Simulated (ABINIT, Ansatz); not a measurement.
# MgS (Niningerite): third-order response, part 2 of 3

Which lines does MgS (Niningerite) show in Raman and infrared spectra?

ABINIT 10.8.3; DFT LDA, scalar-relativistic, plane waves, HGH norm-conserving pseudopotentials.

So far. Step 3 (Ground state): The cell stands at -0.26 GPa: the relaxation ran with a smoothed and higher cutoff and on another k mesh. Step 5 (Linear response at Γ): The acoustic modes at Γ come out as far as 2.4 cm⁻¹ from zero, where they should vanish, a small numerical error; the Born charges miss their sum rule by 0.0015 e, which is good. The relaxed cell has a = 5.112 Å (conventional setting).

**6. Modes with the sum rule**

anaddb reads the merged derivatives, imposes the acoustic sum rule and charge neutrality, and adds the LO-TO term along chosen directions.

anaddb.abi

```
ddb_filepath "gamma_DDB"
output_file "anaddb.abo"
outdata_prefix "anaddb"
asr 1
chneut 1
enunit 2
eivec 1
nph1l 1
qph1l 0.0 0.0 0.0 1.0
dieflag 1
nph2l 3
qph2l 
    1.0 0.0 0.0 0.0
    0.0 0.0 1.0 0.0
    1.0 1.0 1.0 0.0
nlflag 1
ramansr 1
alphon 1
prtmbm 1
```

mrgddb.in

```
gamma_DDB
merged
3
dfpt_gammao_DS2_DDB
dfpt_gammao_DS3_DDB
gso_DDB
```

Command:

```console
$ mrgddb < mrgddb.in > mrgddb.log
$ OMP_NUM_THREADS=1 anaddb anaddb.abi > anaddb.log
```

anaddb.abo, the main output file:

```text
[banners, grids, parts of the stress and lines that vanish by symmetry left out]
-outvars_anaddb: echo values of input variables ----------------------

 Flags :
[...]
Dielectric Tensor and Effective Charges
[...]
Effective charge tensors after
[...]
1          1       -0.000000000       -0.000000000       -0.000000000
[...]
1          2       -0.000000000       -0.000000000       -0.000000000
[...]
1          3       -0.000000000       -0.000000000       -0.000000000
[...]
2          1       -0.000000000       -0.000000000       -0.000000000
[...]
2          2       -0.000000000       -0.000000000       -0.000000000
[...]
2          3       -0.000000000       -0.000000000       -0.000000000
[...]
Phonon wavevector (reduced coordinates) :  0.00000  0.00000  0.00000
 Phonon energies in Hartree :
[...]
Phonon energies in meV     :
-  0.000000E+00  0.000000E+00  0.000000E+00  2.981011E+01  2.981011E+01
-  2.981011E+01
 Phonon frequencies in cm-1    :
-  0.000000E+00  0.000000E+00  0.000000E+00  2.404347E+02  2.404347E+02
-  2.404347E+02
 Phonon frequencies in Thz     :
-  0.000000E+00  0.000000E+00  0.000000E+00  7.208052E+00  7.208052E+00
-  7.208052E+00
 Phonon energies in Kelvin  :
-  0.000000E+00  0.000000E+00  0.000000E+00  3.459319E+02  3.459319E+02
-  3.459319E+02
[...]
-  1  0.00000000E+00  0.00000000E+00 -3.11955143E-03
-     0.00000000E+00  0.00000000E+00  0.00000000E+00
-  2  0.00000000E+00  0.00000000E+00 -3.11955053E-03
-     0.00000000E+00  0.00000000E+00  0.00000000E+00
[...]
-  1  0.00000000E+00  3.11955143E-03  0.00000000E+00
-     0.00000000E+00  0.00000000E+00  0.00000000E+00
-  2  0.00000000E+00  3.11955053E-03  0.00000000E+00
-     0.00000000E+00  0.00000000E+00  0.00000000E+00
[...]
-  1  3.11955143E-03  0.00000000E+00  0.00000000E+00
-     0.00000000E+00  0.00000000E+00  0.00000000E+00
-  2  3.11955054E-03  0.00000000E+00  0.00000000E+00
-     0.00000000E+00  0.00000000E+00  0.00000000E+00
[...]
-  1  1.20100502E-07 -2.26270502E-07  3.58316334E-03
-     0.00000000E+00  0.00000000E+00  0.00000000E+00
-  2  0.00000000E+00  1.71505836E-07 -2.71592372E-03
-     0.00000000E+00  0.00000000E+00  0.00000000E+00
[...]
-  1  2.10223067E-07  3.58316333E-03  2.26263456E-07
-     0.00000000E+00  0.00000000E+00  0.00000000E+00
-  2 -1.59342391E-07 -2.71592372E-03 -1.71500495E-07
-     0.00000000E+00  0.00000000E+00  0.00000000E+00
[...]
-  1  3.58316334E-03 -2.10215482E-07 -1.20113777E-07
-     0.00000000E+00  0.00000000E+00  0.00000000E+00
-  2 -2.71592372E-03  1.59336642E-07  0.00000000E+00
-     0.00000000E+00  0.00000000E+00  0.00000000E+00
[...]
-     1         -0.000000     0.000000    -0.000000     0.000000
-     2         -0.000000     0.000000    -0.000000     0.000000
-     3          0.000000     0.000000     0.000000     0.000000
-     4         -0.000000     0.000000     3.212606     3.212606
-     5         -0.000000     3.212606     0.000000     3.212606
-     6          3.212606    -0.000000     0.000000     3.212606
[...]
-   1     Real    0.0000E+00  0.0000E+00  0.0000E+00  0.0000E+00  0.0000E+00  0.0000E+00  0.0000E+00
[...]
-   2     Real    0.0000E+00  0.0000E+00  0.0000E+00  0.0000E+00  0.0000E+00  0.0000E+00  0.0000E+00
[...]
-   3     Real    0.0000E+00  0.0000E+00  0.0000E+00  0.0000E+00  0.0000E+00  0.0000E+00  0.0000E+00
[...]
-   4     Real    0.0000E+00  0.0000E+00  2.0864E-04  0.0000E+00  0.0000E+00  0.0000E+00  2.0864E-04
[...]
-   5     Real    0.0000E+00  2.0864E-04  0.0000E+00  0.0000E+00  0.0000E+00  0.0000E+00  2.0864E-04
[...]
-   6     Real    2.0864E-04  0.0000E+00  0.0000E+00  0.0000E+00  0.0000E+00  0.0000E+00  2.0864E-04
[...]
-         0.000000000       0.000000000       0.000000000
-         0.000000000       0.000000000       0.000000000
[...]
Phonon at Gamma, with non-analyticity in the
[...]
Phonon energies in Hartree :
[...]
Phonon energies in meV     :
-  0.000000E+00  0.000000E+00  0.000000E+00  2.981011E+01  2.981011E+01
-  4.946998E+01
 Phonon frequencies in cm-1    :
-  0.000000E+00  0.000000E+00  0.000000E+00  2.404347E+02  2.404347E+02
-  3.990023E+02
 Phonon frequencies in Thz     :
-  0.000000E+00  0.000000E+00  0.000000E+00  7.208052E+00  7.208052E+00
-  1.196179E+01
 Phonon energies in Kelvin  :
-  0.000000E+00  0.000000E+00  0.000000E+00  3.459319E+02  3.459319E+02
-  5.740752E+02
[...]
-  1  0.00000000E+00  0.00000000E+00 -3.11955143E-03
[...]
-  2  0.00000000E+00  0.00000000E+00 -3.11955053E-03
[...]
Phonon at Gamma, with non-analyticity in the
[...]
Phonon energies in Hartree :
[...]
Phonon energies in meV     :
-  0.000000E+00  0.000000E+00  0.000000E+00  2.981011E+01  2.981011E+01
-  4.946998E+01
 Phonon frequencies in cm-1    :
-  0.000000E+00  0.000000E+00  0.000000E+00  2.404347E+02  2.404347E+02
-  3.990023E+02
 Phonon frequencies in Thz     :
-  0.000000E+00  0.000000E+00  0.000000E+00  7.208052E+00  7.208052E+00
-  1.196179E+01
 Phonon energies in Kelvin  :
-  0.000000E+00  0.000000E+00  0.000000E+00  3.459319E+02  3.459319E+02
-  5.740752E+02
[...]
Phonon at Gamma, with non-analyticity in the
[...]
Phonon energies in Hartree :
[...]
Phonon energies in meV     :
-  0.000000E+00  0.000000E+00  0.000000E+00  2.981011E+01  2.981011E+01
-  4.946998E+01
 Phonon frequencies in cm-1    :
-  0.000000E+00  0.000000E+00  0.000000E+00  2.404347E+02  2.404347E+02
-  3.990023E+02
 Phonon frequencies in Thz     :
-  0.000000E+00  0.000000E+00  0.000000E+00  7.208052E+00  7.208052E+00
-  1.196179E+01
 Phonon energies in Kelvin  :
-  0.000000E+00  0.000000E+00  0.000000E+00  3.459319E+02  3.459319E+02
-  5.740752E+02
[...]
-  1  2.99668548E-06 -3.11953593E-03 -9.33255261E-06
[...]
-  2  2.99649373E-06 -3.11953522E-03 -9.33274081E-06
[...]
-  1  3.11954910E-03  2.98982005E-06  2.22638410E-06
[...]
-  2  3.11954839E-03  2.99001001E-06  2.22657428E-06
[...]
-  1  4.89052134E-04  2.25350332E-03 -2.74255545E-03
[...]
-  2 -3.70685946E-04 -1.70808376E-03  2.07876971E-03
[...]
-  1  2.88447587E-03 -1.86576951E-03 -1.01870636E-03
[...]
-  2 -2.18634087E-03  1.41419388E-03  7.72146988E-04
[...]
-         0.000000000       0.000000000       0.000000000
-         0.000000000       0.000000000       0.000000000
[...]
-         0.000000000       0.000000000       0.000000000
-         0.000000000       0.000000000       0.000000000
-         0.000000000       0.000000000       0.000000000
[...]
-         0.000000000       0.000000000       0.000000000
-         0.000000000       0.000000000       0.000000000
-         0.000000000       0.000000000       0.000000000
[...]
Direction                     Dielectric constant
[...]
0.00000   0.00000   1.00000     15.21923192
   1.00000   1.00000   1.00000     15.21923192
-
```

The job ended after 0.88 s (1 thread of Arm Neoverse V2, shared host).

Read from the output:

```yaml
mean_static_dielectric_constant: 15.22
highest_mode_moved_by_the_lo_to_term: 399 cm⁻¹
```

No LO-TO term; unit eigenvectors of the mass-weighted matrix, from anaddb's displacements. The modes at Γ (shares of kinetic energy by element, %):

| mode | frequency (cm⁻¹) | symmetry | Mg % | S % |
| --- | --- | --- | --- | --- |
| 1 | 0.0 | acoustic | 43 | 57 |
| 2 | 0.0 | acoustic | 43 | 57 |
| 3 | 0.0 | acoustic | 43 | 57 |
| 4 | 240.4 | T1u | 57 | 43 |
| 5 | 240.4 | T1u | 57 | 43 |
| 6 | 240.4 | T1u | 57 | 43 |

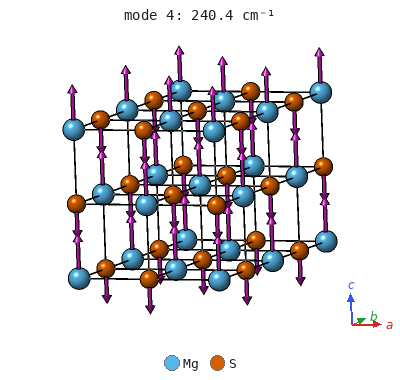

Displacement patterns of mode 4 at Γ; arrows are exaggerated. 1×2×1 conventional cells are drawn. Some periodic images of atoms are drawn too.

Trace of the oscillator strength, degenerate modes summed. Infrared lines, with heights relative to the strongest:

```csv
position (cm⁻¹),lines merged,"IR intensity, relative"
240,3,100
```

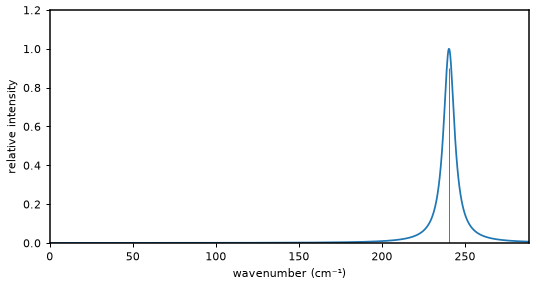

The infrared spectrum, broadened with Lorentzians of width 8 cm⁻¹; bars mark the lines.

Static dielectric tensor (ions relaxed, fixed cell):

```
15.22  0.00  0.00
 0.00 15.22  0.00
 0.00  0.00 15.22
```

The rule moves no optical mode by more than 0.1 cm⁻¹.

**7. Sum rules set otherwise (asr 0)**

Without the rule the raw error of the acoustic modes shows.

anaddb.abi: that of step 6 with these lines changed.

```diff
@@ -3,4 +3,4 @@
 outdata_prefix "anaddb"
-asr 1
-chneut 1
+asr 0
+chneut 0
 enunit 2
```

mrgddb.in is that of step 6.

anaddb.abo, the main output file:

```text
[banners, grids, parts of the stress and lines that vanish by symmetry left out]
-outvars_anaddb: echo values of input variables ----------------------

 Flags :
[...]
Dielectric Tensor and Effective Charges
[...]
Effective charge tensors after
[...]
1          1       -0.000000000       -0.000000000       -0.000000000
[...]
1          2       -0.000000000       -0.000000000       -0.000000000
[...]
1          3       -0.000000000       -0.000000000       -0.000000000
[...]
2          1       -0.000000000       -0.000000000       -0.000000000
[...]
2          2       -0.000000000       -0.000000000       -0.000000000
[...]
2          3       -0.000000000       -0.000000000       -0.000000000
[...]
Phonon wavevector (reduced coordinates) :  0.00000  0.00000  0.00000
 Phonon energies in Hartree :
[...]
Phonon energies in meV     :
-  2.916423E-01  2.916423E-01  2.916423E-01  2.981118E+01  2.981118E+01
-  2.981118E+01
 Phonon frequencies in cm-1    :
-  2.352254E+00  2.352254E+00  2.352254E+00  2.404434E+02  2.404434E+02
-  2.404434E+02
 Phonon frequencies in Thz     :
-  7.051879E-02  7.051879E-02  7.051879E-02  7.208312E+00  7.208312E+00
-  7.208312E+00
 Phonon energies in Kelvin  :
-  3.384368E+00  3.384368E+00  3.384368E+00  3.459444E+02  3.459444E+02
-  3.459444E+02
[...]
-  1  0.00000000E+00  0.00000000E+00 -3.11985293E-03
-     0.00000000E+00  0.00000000E+00  0.00000000E+00
-  2  0.00000000E+00  0.00000000E+00 -3.11932200E-03
-     0.00000000E+00  0.00000000E+00  0.00000000E+00
[...]
-  1  0.00000000E+00  3.11985293E-03  0.00000000E+00
-     0.00000000E+00  0.00000000E+00  0.00000000E+00
-  2  0.00000000E+00  3.11932200E-03  0.00000000E+00
-     0.00000000E+00  0.00000000E+00  0.00000000E+00
[...]
-  1  3.11985293E-03  0.00000000E+00  0.00000000E+00
-     0.00000000E+00  0.00000000E+00  0.00000000E+00
-  2  3.11932200E-03  0.00000000E+00  0.00000000E+00
-     0.00000000E+00  0.00000000E+00  0.00000000E+00
[...]
-  1  1.06518693E-07  0.00000000E+00  3.58290084E-03
-     0.00000000E+00  0.00000000E+00  0.00000000E+00
-  2  0.00000000E+00  0.00000000E+00 -2.71618621E-03
-     0.00000000E+00  0.00000000E+00  0.00000000E+00
[...]
-  1  0.00000000E+00 -3.58290084E-03  0.00000000E+00
-     0.00000000E+00  0.00000000E+00  0.00000000E+00
-  2  0.00000000E+00  2.71618621E-03  0.00000000E+00
-     0.00000000E+00  0.00000000E+00  0.00000000E+00
[...]
-  1  3.58290084E-03  0.00000000E+00 -1.06518622E-07
-     0.00000000E+00  0.00000000E+00  0.00000000E+00
-  2 -2.71618621E-03  0.00000000E+00  0.00000000E+00
-     0.00000000E+00  0.00000000E+00  0.00000000E+00
[...]
-     1          0.000000     0.000000     0.000812     0.000812
-     2          0.000000    -0.000812    -0.000000     0.000812
-     3         -0.000812     0.000000     0.000000     0.000812
-     4         -0.000000     0.000000     3.212494     3.212494
-     5         -0.000000    -3.212494    -0.000000     3.212494
-     6          3.212494    -0.000000     0.000000     3.212494
[...]
-   1     Real    0.0000E+00  0.0000E+00  1.2826E-11  0.0000E+00  0.0000E+00  0.0000E+00  1.2826E-11
[...]
-   2     Real    0.0000E+00  1.2826E-11  0.0000E+00  0.0000E+00  0.0000E+00  0.0000E+00  1.2826E-11
[...]
-   3     Real    1.2826E-11  0.0000E+00  0.0000E+00  0.0000E+00  0.0000E+00  0.0000E+00  1.2826E-11
[...]
-   4     Real    0.0000E+00  0.0000E+00  2.0862E-04  0.0000E+00  0.0000E+00  0.0000E+00  2.0862E-04
[...]
-   5     Real    0.0000E+00  2.0862E-04  0.0000E+00  0.0000E+00  0.0000E+00  0.0000E+00  2.0862E-04
[...]
-   6     Real    2.0862E-04  0.0000E+00  0.0000E+00  0.0000E+00  0.0000E+00  0.0000E+00  2.0862E-04
[...]
-         0.000000000       0.000000000       0.000000000
-         0.000000000       0.000000000       0.000000000
[...]
Phonon at Gamma, with non-analyticity in the
[...]
Phonon energies in Hartree :
[...]
Phonon energies in meV     :
-  2.916423E-01  2.916423E-01  2.917019E-01  2.981118E+01  2.981118E+01
-  4.946917E+01
 Phonon frequencies in cm-1    :
-  2.352254E+00  2.352254E+00  2.352735E+00  2.404434E+02  2.404434E+02
-  3.989958E+02
 Phonon frequencies in Thz     :
-  7.051879E-02  7.051879E-02  7.053321E-02  7.208312E+00  7.208312E+00
-  1.196159E+01
 Phonon energies in Kelvin  :
-  3.384368E+00  3.384368E+00  3.385060E+00  3.459444E+02  3.459444E+02
-  5.740659E+02
[...]
-  1  0.00000000E+00  0.00000000E+00  3.11985293E-03
[...]
-  2  0.00000000E+00  0.00000000E+00  3.11932200E-03
[...]
Phonon at Gamma, with non-analyticity in the
[...]
Phonon energies in Hartree :
[...]
Phonon energies in meV     :
-  2.916423E-01  2.916423E-01  2.917019E-01  2.981118E+01  2.981118E+01
-  4.946917E+01
 Phonon frequencies in cm-1    :
-  2.352254E+00  2.352254E+00  2.352735E+00  2.404434E+02  2.404434E+02
-  3.989958E+02
 Phonon frequencies in Thz     :
-  7.051879E-02  7.051879E-02  7.053321E-02  7.208312E+00  7.208312E+00
-  1.196159E+01
 Phonon energies in Kelvin  :
-  3.384368E+00  3.384368E+00  3.385060E+00  3.459444E+02  3.459444E+02
-  5.740659E+02
[...]
Phonon at Gamma, with non-analyticity in the
[...]
Phonon energies in Hartree :
[...]
Phonon energies in meV     :
-  2.916423E-01  2.916423E-01  2.917019E-01  2.981118E+01  2.981118E+01
-  4.946917E+01
 Phonon frequencies in cm-1    :
-  2.352254E+00  2.352254E+00  2.352735E+00  2.404434E+02  2.404434E+02
-  3.989958E+02
 Phonon frequencies in Thz     :
-  7.051879E-02  7.051879E-02  7.053321E-02  7.208312E+00  7.208312E+00
-  1.196159E+01
 Phonon energies in Kelvin  :
-  3.384368E+00  3.384368E+00  3.385060E+00  3.459444E+02  3.459444E+02
-  5.740659E+02
[...]
-  1  2.52851060E-03 -1.53143230E-03 -9.97412418E-04
[...]
-  2  2.52808034E-03 -1.53117165E-03 -9.97242644E-04
[...]
-  1  1.80173813E-03  1.80152781E-03  1.80145772E-03
[...]
-  2  1.80085728E-03  1.80064700E-03  1.80057692E-03
[...]
-  1  4.88712101E-04  2.25353498E-03 -2.74224708E-03
[...]
-  2 -3.70491155E-04 -1.70839800E-03  2.07888915E-03
[...]
-  1  2.88431611E-03 -1.86539515E-03 -1.01892096E-03
[...]
-  2 -2.18659126E-03  1.41415038E-03  7.72440876E-04
[...]
-         0.000000000       0.000000000       0.000000000
-         0.000000000       0.000000000       0.000000000
[...]
-         0.000000000       0.000000000       0.000000000
-         0.000000000       0.000000000       0.000000000
-         0.000000000       0.000000000       0.000000000
[...]
-         0.000000000       0.000000000       0.000000000
-         0.000000000       0.000000000       0.000000000
-         0.000000000       0.000000000       0.000000000
[...]
Direction                     Dielectric constant
[...]
0.00000   0.00000   1.00000     15.21763655
   1.00000   1.00000   1.00000     15.21763655
-
```

Wall time 0.87 s (1 thread).

Zone-centre frequencies as printed; negative means imaginary. Modes:

```csv
mode,frequency (cm⁻¹)
1,2.35
2,2.35
3,2.35
4,240.4
5,240.4
6,240.4
```

(Part 2 of 3 ends here.)

[Host names and launcher messages were left out of these logs when they were recorded.]

[Logs are printed without paths, hosts, clocks, repeated set-up lines and the standing remarks that a program may print on its own settings, such as how far it seeks lower states.]

[Hosts, paths, dates, database ids (printed as entryN), source tags and the programs' standing remarks are cut or masked in the printed files.]
